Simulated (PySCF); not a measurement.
ZnIn (doublet)

```xyz
2

Zn    0.0000    0.0000   -1.8376
In    0.0000    0.0000    1.0224
```

Core potentials replace the inner electrons of In.

All numbers below come from PySCF, PBE0/def2-SVP, non-relativistic Hamiltonian with scalar-relativistic core potentials where named, at a bond length of 2.860 Å.

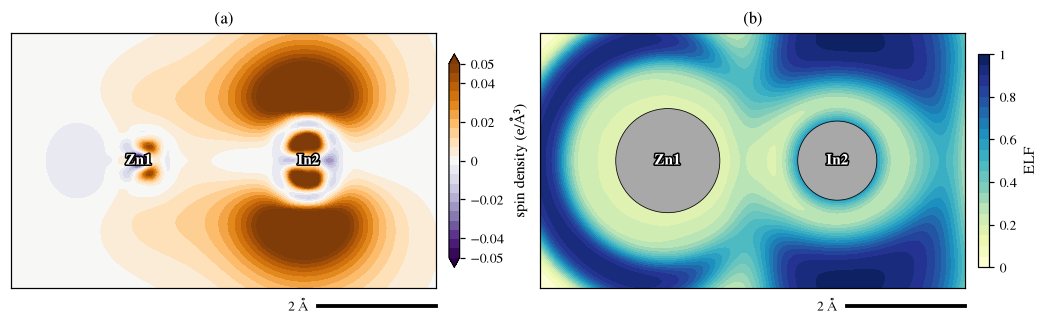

Figure 1. (a) spin density; (b) electron localisation function on a plane that holds the molecular axis. Grey discs cover the atomic cores in the ELF map.

> Interpret the plot.

The section cuts through Zn and In sites.
Zn–In (2.86 Å): the ELF is about 0.25 at the midpoint.
The unpaired spin (1 electron) lies mostly on In2 (about 0.9) and Zn1 (about 0.1), in electrons by Hirshfeld's partition.

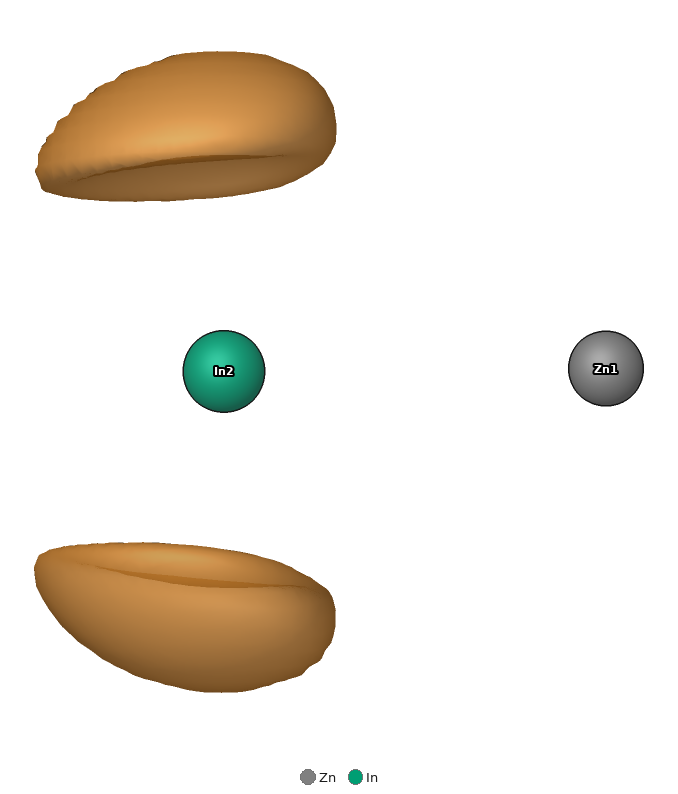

Figure 2. Isosurface of the ELF at 0.85 (orange), seen from one side. Core shells and regions of very low density are left out.

> Describe the localisation domains.

The ELF exceeds this value in two lobes on In, pointing away from the bonds (non-bonding electrons).
